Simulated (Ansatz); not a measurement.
## How basis sets differ on CH4BFO (SMILES OCBF)

CH4BFO has 8 atoms, charge 0, and is taken as a singlet. As SMILES, `OCBF`. The shape is that of a PBE0-D4/def2-TZVP optimisation. This is one conformer, not always the lowest.

```tsv
atom	x (Å)	y (Å)	z (Å)
O	-1.2405	0.7626	-0.1693
C	0.1179	0.4250	-0.0136
B	0.3686	-1.1120	0.0760
F	-0.6229	-1.9767	0.0072
H	-1.3191	1.7175	-0.2173
H	0.5631	0.8720	0.8937
H	0.7442	0.7998	-0.8434
H	1.4810	-1.5454	0.2108
```

Each level gives the dipole moment (D). The values are calculated.

```csv
level,kind,program,value (D)
HF/STO-3G,Hartree–Fock,Ansatz,1.82
HF/3-21G,Hartree–Fock,Ansatz,3.24
HF/6-31G* (spherical functions),Hartree–Fock,Ansatz,2.88
HF/def2-SVP,Hartree–Fock,Ansatz,3.02
```

The values span 1.82 to 3.24 D. Sets without polarisation functions give poor dipoles.

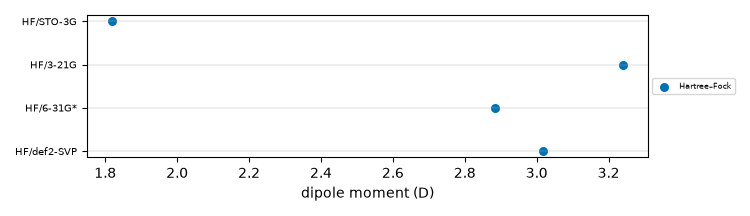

The values of the table, level by level.
